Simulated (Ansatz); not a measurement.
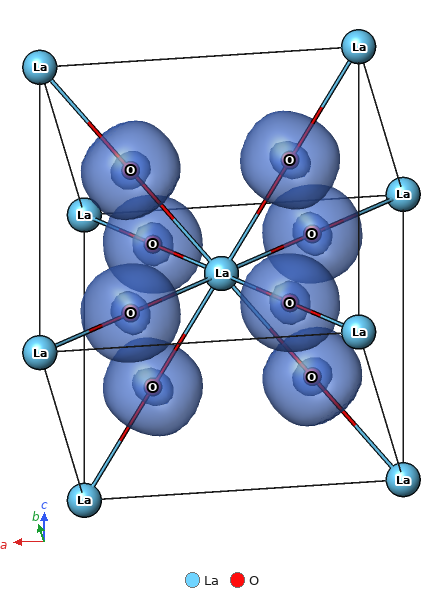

LaO4. Isosurface of the electron localisation function at 0.7 (blue), seen at an oblique angle. Only the valence region is drawn (cores and ρ < 0.01 e/Å³ removed). Sticks mark near contacts.

Space group Im-3m; a structure generated by program, which may or may not match a known phase; computed without spin polarisation.

The calculation used Ansatz, DFT PBE, scalar-relativistic, plane waves, PAW.

Core electrons are frozen (PAW), and the valence fields are smoothed inside the atomic spheres.

Input

```
crystal:
  lattice:
    - [-2.7764908313, 2.7764908313, 2.7764908313]
    - [2.7764908313, -2.7764908313, 2.7764908313]
    - [2.7764908313, 2.7764908313, -2.7764908313]
  atoms:
    - { symbol: La, position: [0.0, 0.0, 0.0] }
    - { symbol: O, position: [0.0, 0.5, 0.0] }
    - { symbol: O, position: [0.5, 0.5, 0.5] }
    - { symbol: O, position: [0.0, 0.0, 0.5] }
    - { symbol: O, position: [0.5, 0.0, 0.0] }
basis:
  ecutwfc: 420
kpoints:
  mp_grid: { grid: [10, 10, 10] }
  band_path:
    path:
      - [[0.0, 0.0, 0.0], [0.5, -0.5, 0.5], [0.0, 0.0, 0.5], [0.0, 0.0, 0.0], [0.25, 0.25, 0.25], [0.5, -0.5, 0.5]]
      - [[0.25, 0.25, 0.25], [0.0, 0.0, 0.5]]
    npoints: 14
hamiltonian:
  xc: pbe
scf:
  occupations: { method: gaussian, width: 0.1 }
  n_extra_bands: 12
output:
  forces: true
  stress: true
  eigenvalues: true
  populations: true
  dos: { projected: true, de: 0.02, nscf_kmesh: { grid: [12, 12, 12] } }
  bader: true
  write_density: true
  write_potential: true
  elf: true
  volumetric_format: npy
```

Run with:

```sh
ansatz run input.yaml --threads 1 --pin off --max-ram 2560MiB --backend cpu --events-out ev --progress --plain --runs-dir out
```

Below, planes, directions and counts refer to the conventional cell (a = 5.55 Å, b = 5.55 Å, c = 5.55 Å, α = 90.00°, β = 90.00°, γ = 90.00°).

Question: Where are the electrons localised?

Answer: The ELF exceeds this value in eight regions wrapped around O (the valence shell of each), counted in one cell of 10 atoms. Any copies at cell faces, edges or corners count once. Profiles from the grid: La–O (2.40 Å): the ELF is about 0.25 at the midpoint (no localised pair shows between them).

Question: Which way does charge flow, and how much by Bader's partition?

Answer: Electrons move from La towards O. Bader charges: La +2.18 and O −0.54 e.
